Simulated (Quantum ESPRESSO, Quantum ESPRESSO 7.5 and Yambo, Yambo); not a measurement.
# CdTe (F-43m): G0W0 with Yambo, start to end

Aim: the G0W0 gap of CdTe (F-43m) on PBE, step by step.

Calculated with Quantum ESPRESSO 7.5 and Yambo 5.3.0; PBE and many-body steps on it, plane waves.

The database entry behind the starting cell differs from later determinations by our own check (an axis about 1.1 % short against later determinations), so it need not match the best structure at ambient conditions.

**1. The structure**

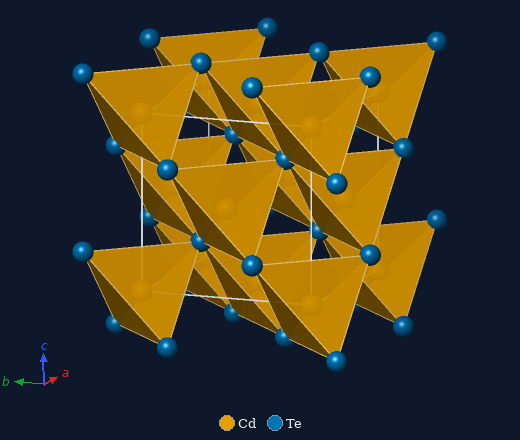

The starting structure, seen from a free direction (cadmium orange, tellurium blue). This picture shows the conventional cell, with its axes. Some periodic images of atoms are drawn too.

The cell and positions come from the Crystallography Open Database and are kept as given unless a step says otherwise. Spin-orbit coupling is left out unless a step names it.

**2. Ground state**

This step: Quantum ESPRESSO 7.5; DFT, PBE, plane waves, norm-conserving pseudopotentials.

The ground-state density comes first.

Contents of pw.in:

```
&control
  calculation = 'scf'
  prefix = 'x'
  outdir = 'o'
  pseudo_dir = 'pseudo'
/
&system
  ibrav = 0
  nat = 2
  ntyp = 2
  ecutwfc = 94.0
  nbnd = 27
  force_symmorphic = .true.
/
&electrons
  conv_thr = 1e-10
  electron_maxstep = 80
  mixing_beta = 0.5
/
ATOMIC_SPECIES
  Cd 112.41 Cd.upf
  Te 127.6 Te.upf
CELL_PARAMETERS angstrom
  -0.0000000000 3.2050000000 3.2050000000
  3.2050000000 -0.0000000000 3.2050000000
  3.2050000000 3.2050000000 -0.0000000000
ATOMIC_POSITIONS crystal
  Cd 0.0000000000 0.0000000000 0.0000000000
  Te 0.2500000000 0.2500000000 0.2500000000
K_POINTS automatic
  6 6 6 0 0 0
```

On the command line:

```sh
OMP_NUM_THREADS=1 mpirun -n 4 pw.x -nk 4 -in pw.in > pw.out
```

Output:

```text
Program PWSCF v.7.5 starts

     This program is part of the open-source Quantum ESPRESSO suite
     for quantum simulation of materials; please cite
         "P. Giannozzi et al., J. Phys.:Condens. Matter 21 395502 (2009);
         "P. Giannozzi et al., J. Phys.:Condens. Matter 29 465901 (2017);
         "P. Giannozzi et al., J. Chem. Phys. 152 154105 (2020);
     in publications or presentations arising from this work. More details at
     Message from routine setup:
     using ibrav=0 with symmetry is DISCOURAGED, use correct ibrav instead

     G-vector sticks info

     bravais-lattice index     =            0
     lattice parameter (alat)  =       8.5653  a.u.
     unit-cell volume          =     444.3352 (a.u.)^3
     number of atoms/cell      =            2
     number of atomic types    =            2
     number of electrons       =        44.00
     number of Kohn-Sham states=           27
     kinetic-energy cutoff     =      94.0000  Ry
     charge density cutoff     =     376.0000  Ry
     scf convergence threshold =      1.0E-10
     mixing beta               =       0.5000
     number of iterations used =            8  plain     mixing
     Exchange-correlation= PBE
                           (   1   4   3   4   0   0   0)

     celldm(1)=   8.565287  celldm(2)=   0.000000  celldm(3)=   0.000000
     celldm(4)=   0.000000  celldm(5)=   0.000000  celldm(6)=   0.000000

     crystal axes: (cart. coord. in units of alat)
               a(1) = (  -0.000000   0.707107   0.707107 )
               a(2) = (   0.707107  -0.000000   0.707107 )
               a(3) = (   0.707107   0.707107  -0.000000 )

     reciprocal axes: (cart. coord. in units 2 pi/alat)
               b(1) = ( -0.707107  0.707107  0.707107 )
               b(2) = (  0.707107 -0.707107  0.707107 )
               b(3) = (  0.707107  0.707107 -0.707107 )
     Pseudo is Norm-conserving + core correction, Zval = 20.0
     Generated using ONCVPSP code by D. R. Hamann
     Using radial grid of 1368 points,  6 beta functions with:
     Pseudo is Norm-conserving + core correction, Zval = 24.0
     Generated using ONCVPSP code by D. R. Hamann
     Using radial grid of 1294 points,  8 beta functions with:
     Cd               20.00   112.41000     Cd( 1.00)
     Te               24.00   127.60000     Te( 1.00)

     24 Sym. Ops. (no inversion) found

   Cartesian axes

     site n.     atom                  positions (alat units)
         1        Cd     tau(   1) = (   0.0000000   0.0000000   0.0000000  )
         2        Te     tau(   2) = (   0.3535534   0.3535534   0.3535534  )

     number of k points=    16
                       cart. coord. in units 2pi/alat
        k(    1) = (   0.0000000   0.0000000   0.0000000), wk =   0.0092593
        k(    2) = (   0.1178511   0.1178511  -0.1178511), wk =   0.0740741
        k(    3) = (   0.2357023   0.2357023  -0.2357023), wk =   0.0740741
        k(    4) = (  -0.3535534  -0.3535534   0.3535534), wk =   0.0370370
        k(    5) = (   0.2357023   0.0000000  -0.0000000), wk =   0.0555556
        k(    6) = (   0.3535534   0.1178511  -0.1178511), wk =   0.2222222
        k(    7) = (  -0.2357023  -0.4714045   0.4714045), wk =   0.2222222
        k(    8) = (  -0.1178511  -0.3535534   0.3535534), wk =   0.2222222
        k(    9) = (   0.0000000  -0.2357023   0.2357023), wk =   0.1111111
        k(   10) = (   0.4714045   0.0000000  -0.0000000), wk =   0.0555556
     [... 4 further rows ...]
        k(   15) = (  -0.1178511  -0.3535534   0.5892557), wk =   0.2222222
        k(   16) = (  -0.7071068   0.2357023   0.0000000), wk =   0.1111111

     Dense  grid:    54769 G-vectors     FFT dimensions: (  54,  54,  54)

     Initial potential from superposition of free atoms

     starting charge      43.9996, renormalised to      44.0000
     Starting wfcs are   23 randomized atomic wfcs +    4 random wfcs

     per-process dynamical memory:    46.9 Mb

     Self-consistent Calculation

     iteration #  1     ecut=    94.00 Ry     beta= 0.50

     Threshold (ethr) on eigenvalues was too large:
     Diagonalizing with lowered threshold

     total energy              =    -911.70974176 Ry
     estimated scf accuracy    <       0.05366683 Ry

     iteration #  2     ecut=    94.00 Ry     beta= 0.50

     total energy              =    -911.72225885 Ry
     estimated scf accuracy    <       0.00635684 Ry

     iteration #  3     ecut=    94.00 Ry     beta= 0.50

     total energy              =    -911.72317773 Ry
     estimated scf accuracy    <       0.00077282 Ry

     iteration #  4     ecut=    94.00 Ry     beta= 0.50

     total energy              =    -911.72324100 Ry
     estimated scf accuracy    <       0.00003868 Ry

     iteration #  5     ecut=    94.00 Ry     beta= 0.50

     total energy              =    -911.72324692 Ry
     estimated scf accuracy    <       0.00000210 Ry

     iteration #  6     ecut=    94.00 Ry     beta= 0.50

     total energy              =    -911.72324753 Ry
     estimated scf accuracy    <       0.00000019 Ry

     iteration #  7     ecut=    94.00 Ry     beta= 0.50

     total energy              =    -911.72324758 Ry
     estimated scf accuracy    <       0.00000004 Ry

     iteration #  8     ecut=    94.00 Ry     beta= 0.50

     total energy              =    -911.72324759 Ry
     estimated scf accuracy    <          1.3E-09 Ry

     iteration #  9     ecut=    94.00 Ry     beta= 0.50

     End of self-consistent calculation

          k = 0.0000 0.0000 0.0000 (  6855 PWs)   bands (ev):

  -150.0291-100.0567-100.0567-100.0567 -93.4912 -54.5465 -54.5465 -54.5465
   -27.3358 -27.3358 -27.3358 -27.3269 -27.3269  -2.6007   0.3688   0.3688
     0.3688   0.6540   0.6540   8.7674   8.7674   8.7674   9.6374  13.3640
    13.3640  13.3640  16.2716

          k = 0.1179 0.1179-0.1179 (  6825 PWs)   bands (ev):

  -150.0291-100.0567-100.0567-100.0567 -93.4912 -54.5465 -54.5464 -54.5464
   -27.3358 -27.3357 -27.3357 -27.3267 -27.3267  -2.4931   0.3894   0.3894
     0.4553   0.6527   0.6527   6.9900   8.5239   8.5239  10.7061  13.5184
    13.7176  13.7176  17.3177

          k = 0.2357 0.2357-0.2357 (  6814 PWs)   bands (ev):

  -150.0291-100.0567-100.0567-100.0567 -93.4912 -54.5465 -54.5464 -54.5464
   -27.3359 -27.3356 -27.3356 -27.3266 -27.3266  -2.2777   0.4247   0.4247
     0.6571   0.6571   0.7547   5.0584   8.1193   8.1193  10.7398  14.0060
    14.0060  15.1200  16.8427

          k =-0.3536-0.3536 0.3536 (  6850 PWs)   bands (ev):

     [... further k-points ...]

     highest occupied, lowest unoccupied level (ev):     8.7674    9.6374

!    total energy              =    -911.72324759 Ry
     estimated scf accuracy    <          4.0E-11 Ry

     The total energy is the sum of the following terms:
     one-electron contribution =    -695.46529858 Ry
     hartree contribution      =     337.55205627 Ry
     xc contribution           =    -120.83540208 Ry
     ewald contribution        =    -432.97460320 Ry

     convergence has been achieved in   9 iterations

     XML data file, charge density, pseudopotentials, collected wavefunctions

=------------------------------------------------------------------------------=
   JOB DONE.
=------------------------------------------------------------------------------=
```

The job ended after 18 s (4 MPI ranks of Arm Neoverse V1, shared host; peak memory 0.38 GiB; 72 s of CPU time).

Numbers from this step:

| Property | Result |
| --- | --- |
| total energy | -12404.6267 eV |
| gap | 0.8701 eV |
| k of the valence top | 0, 0, 0 |
| k of the conduction bottom | 0, 0, 0 |
| least direct gap | 0.8701 eV |

The gap is direct, at Γ.

**3. Bands along the symmetry lines**

Levels along a band path, at the cheap level, show where the edges lie and whether the meshes to come will hold them.

Contents of pw.in:

```
&control
  calculation = 'bands'
  prefix = 'x'
  outdir = 'o'
  pseudo_dir = 'pseudo'
/
&system
  ibrav = 0
  nat = 2
  ntyp = 2
  ecutwfc = 94.0
  nbnd = 28
  force_symmorphic = .true.
/
&electrons
  conv_thr = 1e-9
  electron_maxstep = 80
  diago_full_acc = .true.
  diago_thr_init = 5e-6
/
ATOMIC_SPECIES
  Cd 112.41 Cd.upf
  Te 127.6 Te.upf
CELL_PARAMETERS angstrom
  -0.0000000000 3.2050000000 3.2050000000
  3.2050000000 -0.0000000000 3.2050000000
  3.2050000000 3.2050000000 -0.0000000000
ATOMIC_POSITIONS crystal
  Cd 0.0000000000 0.0000000000 0.0000000000
  Te 0.2500000000 0.2500000000 0.2500000000
K_POINTS crystal
  50
  0.00000000 0.00000000 0.00000000 1
  -0.06250000 -0.06250000 0.00000000 1
  -0.12500000 -0.12500000 0.00000000 1
  -0.18750000 -0.18750000 0.00000000 1
  -0.25000000 -0.25000000 0.00000000 1
  -0.31250000 -0.31250000 0.00000000 1
  -0.37500000 -0.37500000 0.00000000 1
  -0.43750000 -0.43750000 0.00000000 1
  -0.50000000 -0.50000000 0.00000000 1
  -0.48437500 -0.48437500 0.03125000 1
  -0.46875000 -0.46875000 0.06250000 1
  -0.45312500 -0.45312500 0.09375000 1
  -0.43750000 -0.43750000 0.12500000 1
  -0.42187500 -0.42187500 0.15625000 1
  -0.40625000 -0.40625000 0.18750000 1
  -0.39062500 -0.39062500 0.21875000 1
  -0.37500000 -0.37500000 0.25000000 1
  -0.37500000 0.00000000 0.37500000 1
  -0.32812500 0.00000000 0.32812500 1
  -0.28125000 0.00000000 0.28125000 1
  -0.23437500 0.00000000 0.23437500 1
  -0.18750000 0.00000000 0.18750000 1
  -0.14062500 0.00000000 0.14062500 1
  -0.09375000 0.00000000 0.09375000 1
  -0.04687500 0.00000000 0.04687500 1
  0.00000000 0.00000000 0.00000000 1
  0.00000000 0.00000000 0.06250000 1
  0.00000000 0.00000000 0.12500000 1
  0.00000000 0.00000000 0.18750000 1
  0.00000000 0.00000000 0.25000000 1
  0.00000000 0.00000000 0.31250000 1
  0.00000000 0.00000000 0.37500000 1
  0.00000000 0.00000000 0.43750000 1
  0.00000000 0.00000000 0.50000000 1
  -0.06250000 -0.03125000 0.46875000 1
  -0.12500000 -0.06250000 0.43750000 1
  -0.18750000 -0.09375000 0.40625000 1
  -0.25000000 -0.12500000 0.37500000 1
  -0.31250000 -0.15625000 0.34375000 1
  -0.37500000 -0.18750000 0.31250000 1
  -0.43750000 -0.21875000 0.28125000 1
  -0.50000000 -0.25000000 0.25000000 1
  -0.50000000 -0.28125000 0.21875000 1
  -0.50000000 -0.31250000 0.18750000 1
  -0.50000000 -0.34375000 0.15625000 1
  -0.50000000 -0.37500000 0.12500000 1
  -0.50000000 -0.40625000 0.09375000 1
  -0.50000000 -0.43750000 0.06250000 1
  -0.50000000 -0.46875000 0.03125000 1
  -0.50000000 -0.50000000 0.00000000 1
```

Output:

```text
[banner, memory and clock lines left out]
Program PWSCF v.7.5 starts

     Atomic positions and unit cell read from directory:
     o/x.save/

     Message from routine setup:
     using ibrav=0 with symmetry is DISCOURAGED, use correct ibrav instead

     G-vector sticks info

     bravais-lattice index     =            0
     lattice parameter (alat)  =       8.5653  a.u.
     unit-cell volume          =     444.3352 (a.u.)^3
     number of atoms/cell      =            2
     number of atomic types    =            2
     number of electrons       =        44.00
     number of Kohn-Sham states=           28
     kinetic-energy cutoff     =      94.0000  Ry
     charge density cutoff     =     376.0000  Ry
     Exchange-correlation= PBE
                           (   1   4   3   4   0   0   0)

     celldm(1)=   8.565287  celldm(2)=   0.000000  celldm(3)=   0.000000
     celldm(4)=   0.000000  celldm(5)=   0.000000  celldm(6)=   0.000000

     crystal axes: (cart. coord. in units of alat)
               a(1) = (  -0.000000   0.707107   0.707107 )
               a(2) = (   0.707107  -0.000000   0.707107 )
               a(3) = (   0.707107   0.707107  -0.000000 )

     reciprocal axes: (cart. coord. in units 2 pi/alat)
               b(1) = ( -0.707107  0.707107  0.707107 )
               b(2) = (  0.707107 -0.707107  0.707107 )
               b(3) = (  0.707107  0.707107 -0.707107 )
     Pseudo is Norm-conserving + core correction, Zval = 20.0
     Generated using ONCVPSP code by D. R. Hamann
     Using radial grid of 1368 points,  6 beta functions with:
     Pseudo is Norm-conserving + core correction, Zval = 24.0
     Generated using ONCVPSP code by D. R. Hamann
     Using radial grid of 1294 points,  8 beta functions with:
     Cd               20.00   112.41000     Cd( 1.00)
     Te               24.00   127.60000     Te( 1.00)

     24 Sym. Ops. (no inversion) found

   Cartesian axes

     site n.     atom                  positions (alat units)
         1        Cd     tau(   1) = (   0.0000000   0.0000000   0.0000000  )
         2        Te     tau(   2) = (   0.3535534   0.3535534   0.3535534  )

     number of k points=    50
                       cart. coord. in units 2pi/alat
        k(    1) = (   0.0000000   0.0000000   0.0000000), wk =   0.0400000
        k(    2) = (   0.0000000   0.0000000  -0.0883883), wk =   0.0400000
        k(    3) = (   0.0000000   0.0000000  -0.1767767), wk =   0.0400000
[...]
[... 38 further rows ...]
        k(   49) = (   0.0441942  -0.0000000  -0.7071068), wk =   0.0400000
        k(   50) = (   0.0000000   0.0000000  -0.7071068), wk =   0.0400000

     Dense  grid:    54769 G-vectors     FFT dimensions: (  54,  54,  54)

     The potential is recalculated from file :
     o/x.save/charge-density

     Starting wfcs are   23 randomized atomic wfcs +    5 random wfcs

     Band Structure Calculation

     End of band structure calculation

          k = 0.0000 0.0000 0.0000 (  6855 PWs)   bands (ev):

  -150.0291-100.0567-100.0567-100.0567 -93.4913 -54.5465 -54.5465 -54.5465
   -27.3358 -27.3358 -27.3358 -27.3268 -27.3268  -2.6007   0.3688   0.3688
     0.3688   0.6540   0.6540   8.7674   8.7674   8.7674   9.6374  13.3640
    13.3640  13.3640  16.2717  18.3045

          k = 0.0000 0.0000-0.0884 (  6831 PWs)   bands (ev):

  -150.0291-100.0567-100.0567-100.0567 -93.4913 -54.5465 -54.5465 -54.5465
   -27.3358 -27.3357 -27.3357 -27.3268 -27.3268  -2.5790   0.3750   0.3750
[...]
13.5251  13.5251  16.5742  17.4804

          k = 0.0000 0.0000-0.1768 (  6839 PWs)   bands (ev):

  -150.0291-100.0567-100.0567-100.0567 -93.4913 -54.5465 -54.5465 -54.5465
[...]
13.9615  13.9616  16.4498  17.4212

          k =-0.0000 0.0000-0.2652 (  6843 PWs)   bands (ev):

[...]
k = 0.0000 0.0000-0.3536 (  6843 PWs)   bands (ev):

[...]
k = 0.0000-0.0000-0.4419 (  6855 PWs)   bands (ev):

[...]
k =-0.0000 0.0000-0.5303 (  6866 PWs)   bands (ev):

[...]
k = 0.0000-0.0000-0.6187 (  6842 PWs)   bands (ev):

[...]
k = 0.5303-0.0000-0.5303 (  6861 PWs)   bands (ev):

[...]
k = 0.0000 0.0000 0.0000 (  6855 PWs)   bands (ev):

[...]
k = 0.1326 0.0000-0.7071 (  6852 PWs)   bands (ev):

[...]
k = 0.0884-0.0000-0.7071 (  6854 PWs)   bands (ev):

[...]
k = 0.0442-0.0000-0.7071 (  6836 PWs)   bands (ev):

  -150.0291-100.0567-100.0567-100.0567 -93.4913 -54.5466 -54.5466 -54.5466
[...]
17.6036  17.9036  18.1774  19.8078

          k = 0.0000 0.0000-0.7071 (  6838 PWs)   bands (ev):

  -150.0291-100.0567-100.0567-100.0567 -93.4913 -54.5466 -54.5466 -54.5466
   -27.3365 -27.3352 -27.3352 -27.3269 -27.3262  -2.0420   0.5337   0.5502
     0.5502   0.6871   1.1836   4.3052   6.7924   6.7924  11.3093  11.4393
    17.7737  18.0815  18.0815  19.7585

     XML data file, pseudopotentials, collected wavefunctions
```

Wall time 14 s (4 MPI ranks); peak memory 0.31 GiB.

Numbers from this step:

| Property | Result |
| --- | --- |
| gap | 0.8701 eV |
| k of the valence top | 0, 0, 0 |
| k of the conduction bottom | 0, 0, 0 |
| least direct gap | 0.8701 eV |

The gap is 0.870 eV, as in the run before at this level.

Electronic bands along the path, in eV, zero at the top of the highest filled band:

```tsv
point	band 19	band 20	band 21	band 22	band 23	band 24	band 25	band 26
Γ	-8.11	0.00	0.00	0.00	0.87	4.60	4.60	4.60
X	-7.58	-4.46	-1.98	-1.98	2.54	2.67	9.01	9.31
U	-7.53	-4.36	-2.70	-1.64	2.88	4.57	7.42	7.55
jump to K	-7.53	-4.36	-2.70	-1.64	2.88	4.57	7.42	7.55
Γ	-8.11	0.00	0.00	0.00	0.87	4.60	4.60	4.60
L	-7.73	-4.61	-0.82	-0.82	1.86	5.20	5.20	7.09
W	-7.49	-4.34	-2.45	-2.33	4.37	4.68	5.61	6.30
X	-7.58	-4.46	-1.98	-1.98	2.54	2.67	9.01	9.31
```

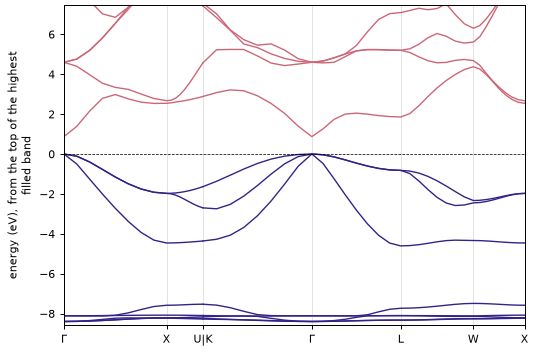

Electronic bands along the path; lines of filled and empty bands in two colours.

(Part 1 of 3 ends here.)

[Paths, hosts, dates, memory and timing lines, banners, echoed tables and standing remarks are left out of the program output.]

[Logs are printed without paths, hosts, clocks, repeated set-up lines and the standing remarks that a program may print on its own settings, such as how far it seeks lower states.]

[Runs of the session that timed out or met a known fault of the program may be left out.]

[Hosts, paths, dates, database ids (printed as entryN), source tags and the programs' standing remarks are cut or masked in the printed files.]
